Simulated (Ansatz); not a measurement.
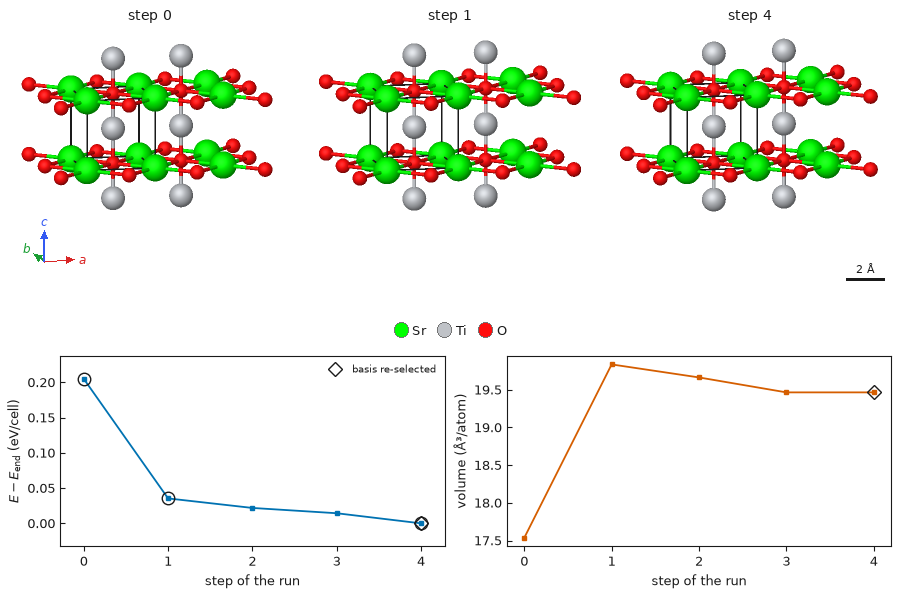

Frames of a relaxation of solid SrTiO (a generated structure, set up in P4/mmm) (coarse preliminary run), marked on the history of the run. A ball-and-stick model of the cell of the calculation, repeated 2 × 1 × 1 with one cell outlined, seen slightly off an axis.

The calculation used DFT PBE, scalar-relativistic, plane waves, PAW in Ansatz 0.2.0.

The input:
```yaml
crystal:
  lattice:
    - [3.7292651, 0.0, 0.0]
    - [0.0, 3.7292651, 0.0]
    - [0.0, 0.0, 3.78276019]
  atoms:
    - { symbol: Sr, position: [0.0, 0.0, 0.0] }
    - { symbol: Ti, position: [0.5, 0.5, 0.5], spin: 1.0 }
    - { symbol: O, position: [0.5, 0.5, 0.0] }
basis:
  ecutwfc: 420
kpoints:
  mp_grid: { grid: [6, 6, 6] }
hamiltonian:
  xc: pbe
scf:
  occupations: { method: gaussian, width: 0.1 }
  lower_state_search: "off"
output:
  forces: true
  stress: true
  eigenvalues: true
  populations: true
magnetization:
  spin_polarized: true
relax:
  adjacent_minimum: "off"
  f_tol: 0.04
  max_steps: 70
  cell: { stress_tol: 0.4 }
```

Run as
```bash
ansatz run input.yaml --threads 1 --pin off --max-ram 2560MiB --backend cpu --events-out ev --progress --plain --runs-dir out
```

> Describe the path.

No atom moves by more than 0.005 Å relative to the cell. The drawn cell changes as follows: a = b 3.729 → 3.841 Å (+3.0 %), c 3.783 → 3.958 Å (+4.6 %); the volume changes by +11.0 %. Near-neighbour distances that change, for instance: Sr1–Ti2 3.245 → 3.361 Å, Ti2–O3 1.891 → 1.979 Å, Sr1–O3 2.637 → 2.716 Å. The space group stays P4/mmm (No. 123). The energy falls by 0.205 eV per cell of the calculation in 3 accepted moves (4 points after the start). All forces vanish by symmetry, so only the cell relaxes. The pressure goes from 10.92 to 0.20 GPa. The SCF was repeated once at an unchanged geometry on a basis and grid sized afresh for the cell, which shifted the energy by 14.3 meV per cell of the calculation at most. The run took 40 s on 1 thread of Arm Neoverse V2 (shared host), peak memory 0.38 GiB. From step 0 to 1: volume +13.1 %, energy −0.170 eV per cell of the calculation. From step 1 to 4: volume −1.9 %, energy −35.4 meV per cell of the calculation.

```csv
step,"E − E(0), meV/atom","pressure, GPa","volume, Å³/atom",note
0,0.00,10.92,17.536,
1,-56.52,0.59,19.836,
2,-61.03,0.31,19.663,
3,-63.53,-0.18,19.465,
4,-68.31,0.20,19.465,"same geometry, new basis"
```
